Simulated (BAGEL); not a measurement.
**UHF/aug-cc-pVDZ (density fitting with qzvpp-jkfit) run of CH2FO (SMILES [O]CF)**

What is the energy change on altering one bond length of CH2FO at UHF/aug-cc-pVDZ (density fitting with qzvpp-jkfit)? 

The results are computed with BAGEL 1.2.2.

### Step 1. Starting point

CH2FO has 5 atoms, charge 0, and is taken as a doublet. SMILES: `[O]CF`. Geometry: relaxed at PBE0-D4/def2-TZVP.

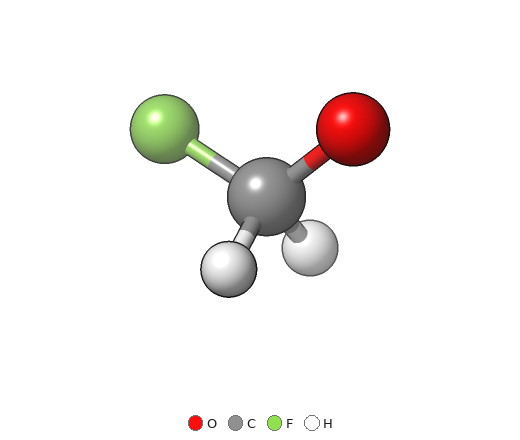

The structure, seen from a chosen angle (oxygen red, carbon grey, fluorine green, hydrogen white).

### Step 2. The energy at UHF/aug-cc-pVDZ (density fitting with qzvpp-jkfit)

File calc.json:

```json
{ "bagel": [

{
  "title": "molecule",
  "basis": "aug-cc-pvdz.json",
  "df_basis": "qzvpp-jkfit",
  "angstrom": true,
  "geometry": [
    { "atom": "O", "xyz": [   -1.122700,    0.202700,    0.610000 ] },
    { "atom": "C", "xyz": [   -0.009600,   -0.012300,   -0.033000 ] },
    { "atom": "F", "xyz": [    1.105500,   -0.174700,    0.757200 ] },
    { "atom": "H", "xyz": [   -0.112900,   -0.924800,   -0.655200 ] },
    { "atom": "H", "xyz": [    0.189500,    0.835500,   -0.720300 ] }
  ]
},
{ "title": "uhf", "nopen": 1 },
{ "title": "print", "file": "orbitals.molden", "orbitals": true }

]}
```

The basis set aug-cc-pVDZ is read from a file made from the Basis Set Exchange's data (not shown).

On the command line:

```console
$ BAGEL_NUM_THREADS=1 BAGEL calc.json > calc.out
```

Output:

```text
* using 1 threads per process

  ===============================================================
  ===============================================================

  *** Geometry ***

  { "atom" : "O", "xyz" : [     -2.121596,      0.383047,      1.152733 ] },
  { "atom" : "C", "xyz" : [     -0.018141,     -0.023244,     -0.062361 ] },
  { "atom" : "F", "xyz" : [      2.089092,     -0.330135,      1.430901 ] },
  { "atom" : "H", "xyz" : [     -0.213350,     -1.747619,     -1.238149 ] },
  { "atom" : "H", "xyz" : [      0.358103,      1.578866,     -1.361170 ] },

  Number of auxiliary basis functions:      265

  Since a DF basis is specified, we compute 2- and 3-index integrals:
    o Being stored without compression. Storage requirement is 0.016 GB

  Number of basis functions:       87
  Number of electrons      :       25

    * METHOD: MOLECULE                             0.15

  *** Open-shell HF ***

  === Nuclear Repulsion ===
    72.1247323169

      * DIIS with orbital gradients will be used.

  === UHF iteration (aug-cc-pvdz.json) ===
      0       -213.03375496          0.03625050           0.06
      1       -213.19165525          0.02966879           0.06
      2       -213.26299383          0.01642349           0.08
      3       -213.30413222          0.00433571           0.08
      4       -213.31235467          0.00163324           0.08
      5       -213.31356540          0.00059987           0.08
      6       -213.31368282          0.00012236           0.09
      7       -213.31369764          0.00005087           0.08
      8       -213.31370063          0.00002006           0.08
      9       -213.31370266          0.00000756           0.08
     10       -213.31370324          0.00000425           0.08
     11       -213.31370350          0.00000225           0.08
     12       -213.31370358          0.00000112           0.08
     13       -213.31370359          0.00000052           0.09
     14       -213.31370359          0.00000023           0.09
     15       -213.31370359          0.00000010           0.09
     16       -213.31370359          0.00000004           0.09
     17       -213.31370359          0.00000002           0.09
     18       -213.31370359          0.00000002           0.07
     19       -213.31370359          0.00000001           0.06
     20       -213.31370359          0.00000001           0.09
     21       -213.31370359          0.00000001           0.09
     22       -213.31370359          0.00000001           0.09
    * SCF iteration converged.

    * S^2 (UHF) is 0.7615

    * Permanent dipole moment:
           (    0.113875,     0.011041,     0.828095) a.u.

    * METHOD: UHF                                  1.99

    * METHOD: PRINT                                0.01

  ===============================================================
```

Wall time 2.7 s (1 thread of Intel Xeon at 2.50GHz (Skylake/Cascade Lake), shared host); peak memory 0.08 GiB.

### Step 3. The distorted shape at the same level

File input.json:

```json
{ "bagel" : [

{
  "title" : "molecule",
  "basis" : "aug-cc-pvdz.json",
  "df_basis" : "qzvpp-jkfit",
  "angstrom" : "true",
  "geometry" : [
    { "atom" : "O", "xyz" : [      -1.040057,       0.932725,       1.107777 ] },
    { "atom" : "C", "xyz" : [       0.073043,       0.717725,       0.464777 ] },
    { "atom" : "F", "xyz" : [       1.188143,       0.555325,       1.254977 ] },
    { "atom" : "H", "xyz" : [      -0.112900,      -0.924800,      -0.655200 ] },
    { "atom" : "H", "xyz" : [       0.272143,       1.565525,      -0.222523 ] }
  ]
},

{
  "title" : "uhf",
  "nopen" : 1
},

{
  "title" : "print",
  "file" : "orbitals.molden",
  "orbitals" : "true"
}

]}
```

The basis set aug-cc-pVDZ is read from a file made from the Basis Set Exchange's data (not shown).

On the command line:

```console
$ BAGEL_NUM_THREADS=1 BAGEL input.json > input.out
```

Output:

```text
* using 1 threads per process

  ===============================================================
  ===============================================================

  *** Geometry ***

  { "atom" : "O", "xyz" : [     -1.965423,      1.762595,      2.093395 ] },
  { "atom" : "C", "xyz" : [      0.138031,      1.356304,      0.878301 ] },
  { "atom" : "F", "xyz" : [      2.245265,      1.049412,      2.371563 ] },
  { "atom" : "H", "xyz" : [     -0.213350,     -1.747619,     -1.238149 ] },
  { "atom" : "H", "xyz" : [      0.514276,      2.958413,     -0.420508 ] },

  Number of auxiliary basis functions:      265

  Since a DF basis is specified, we compute 2- and 3-index integrals:
    o Being stored without compression. Storage requirement is 0.016 GB

  Number of basis functions:       87
  Number of electrons      :       25

    * METHOD: MOLECULE                             0.23

  *** Open-shell HF ***

  === Nuclear Repulsion ===
    69.5382629214

      * DIIS with orbital gradients will be used.

  === UHF iteration (aug-cc-pvdz.json) ===
      0       -212.84605011          0.04082043           0.09
      1       -212.96666865          0.04452110           0.09
      2       -213.04243333          0.03352788           0.13
      3       -213.18749801          0.00465867           0.08
      4       -213.19711276          0.00203878           0.08
      5       -213.20361506          0.00123812           0.08
      6       -213.20694126          0.00116826           0.08
      7       -213.20880000          0.00116869           0.08
      8       -213.21060251          0.00113483           0.08
      9       -213.21374754          0.00107593           0.08
     10       -213.21149851          0.00346536           0.08
     11       -213.21907202          0.00081210           0.09
     12       -213.21970018          0.00030294           0.09
     13       -213.21984525          0.00021128           0.09
     14       -213.21988184          0.00007903           0.10
     15       -213.21988856          0.00005933           0.10
     16       -213.21989605          0.00002853           0.10
     17       -213.21989721          0.00002348           0.11
     18       -213.21989852          0.00001840           0.10
     19       -213.21989954          0.00001424           0.10
     20       -213.21990020          0.00001076           0.10
     21       -213.21990066          0.00000537           0.09
     22       -213.21990077          0.00000262           0.09
     23       -213.21990078          0.00000149           0.09
     24       -213.21990079          0.00000088           0.09
     25       -213.21990079          0.00000057           0.09
     26       -213.21990079          0.00000030           0.11
     27       -213.21990079          0.00000024           0.10
     28       -213.21990079          0.00000021           0.10
     29       -213.21990079          0.00000017           0.09
     30       -213.21990079          0.00000013           0.08
     31       -213.21990079          0.00000009           0.08
     32       -213.21990079          0.00000006           0.08
     33       -213.21990079          0.00000003           0.08
     34       -213.21990079          0.00000002           0.10
     35       -213.21990079          0.00000001           0.08
     36       -213.21990079          0.00000001           0.08
    * SCF iteration converged.

    * S^2 (UHF) is 1.2050

    * Permanent dipole moment:
           (   -0.069396,    -0.150811,     0.738731) a.u.

    * METHOD: UHF                                  3.57

    * METHOD: PRINT                                0.01

  ===============================================================
```

It took 4.5 s on 1 thread of Intel Xeon at 2.50GHz (Skylake/Cascade Lake), shared host; peak memory 0.08 GiB.

### Step 4. Summary of results

Level: UHF/aug-cc-pVDZ (density fitting with qzvpp-jkfit).

| quantity | value |
| --- | --- |
| first shape: total energy | -213.31370 Eh |
| first shape: dipole moment | 2.12 D |
| first shape: ⟨S²⟩ | 0.761 |
| distorted shape: total energy | -213.21990 Eh |
| distorted shape: dipole moment | 1.92 D |
| distorted shape: ⟨S²⟩ | 1.205 |
| energy change with the C2–H4 bond stretched from 1.109 to 1.997 Å | 2.553 eV |

**Reading.** With the C2–H4 bond stretched from 1.109 to 1.997 Å the energy rises by 2.55 eV (59 kcal/mol). The first shape isn't relaxed at this level, so the change isn't measured from a minimum. ⟨S²⟩ (distorted shape) is 1.21 where a pure doublet has 0.75: the reference is spin-contaminated.
